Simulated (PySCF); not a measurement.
Consider C₅H₁₅NSi₂.

Input

```
{"job": {"kind": "nmr", "xc": "PBE0", "basis": "pcSseg-1"}, "charge": 0, "multiplicity": 1}
C     -2.062288     0.821554    -1.740838
C     -1.169936     0.030007    -1.158574
N     -0.653769     0.173938     0.111661
Si    -1.232354     1.405570     1.184790
C      0.368530    -0.780188     0.514657
C     -0.210632    -2.193750     0.630166
C      1.597146    -0.743880    -0.398407
Si     2.304616     1.006520    -0.635473
H     -2.473016     1.687234    -1.254021
H     -2.404881     0.615203    -2.738385
H     -0.792059    -0.821195    -1.709491
H     -0.560030     1.164467     2.460387
H     -0.894654     2.738382     0.674341
H     -2.683050     1.277283     1.351915
H      0.695588    -0.476444     1.514111
H     -0.536148    -2.567041    -0.338135
H      0.541005    -2.873616     1.024954
H     -1.066644    -2.187186     1.301998
H      1.351181    -1.175130    -1.370459
H      2.357695    -1.393381     0.039866
H      1.408528     1.828199    -1.446288
H      2.518922     1.625030     0.675219
H      3.591498     0.865408    -1.324796
```

Command:

```sh
OMP_NUM_THREADS=1 python probes_run.py task.json out
```

Geometry: GFN2-xTB.

Level of theory: PBE0/pcSseg-1, SCF density, gas phase, non-relativistic (PySCF).

> What will maps of the electron density and electron localisation function show?

C–C (1.33 Å): the density is about 2.3 e/Å³ at the midpoint; the ELF peaks at about 0.90 between the atoms; a short, multiple covalent bond.
C–N (1.38 Å): ρ is about 2.2 e/Å³ halfway; the ELF peaks at about 0.90 between the atoms: a covalent bond.
Si–N (1.73 Å): the density is about 1.1 e/Å³ at the midpoint; the ELF peaks at about 0.90 between the atoms, as expected for a polar covalent bond.
C–H (1.07 Å): the density is about 2 e/Å³ at the midpoint; the ELF climbs to about 1 towards the hydrogen, as it does in any bond to H (an ordinary covalent bond to hydrogen).

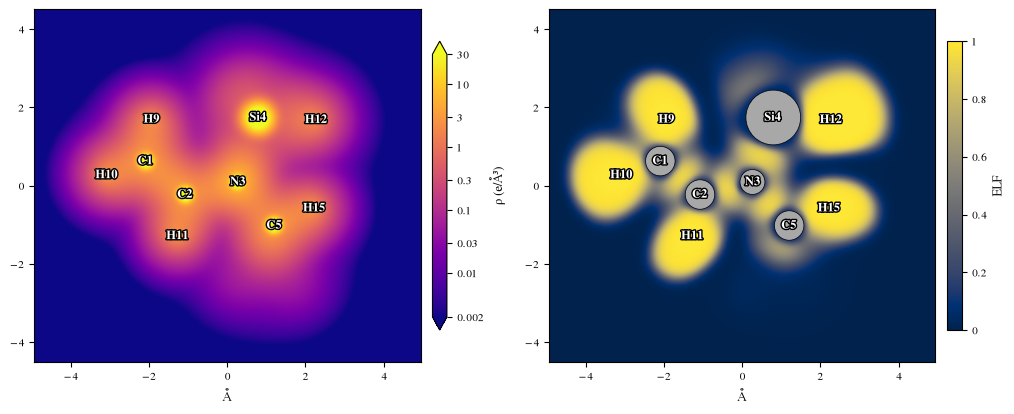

Computed electron density and electron localisation function on the plane of atoms C2, N3 and C5, in this order. Grey discs cover the atomic cores in the ELF map. 
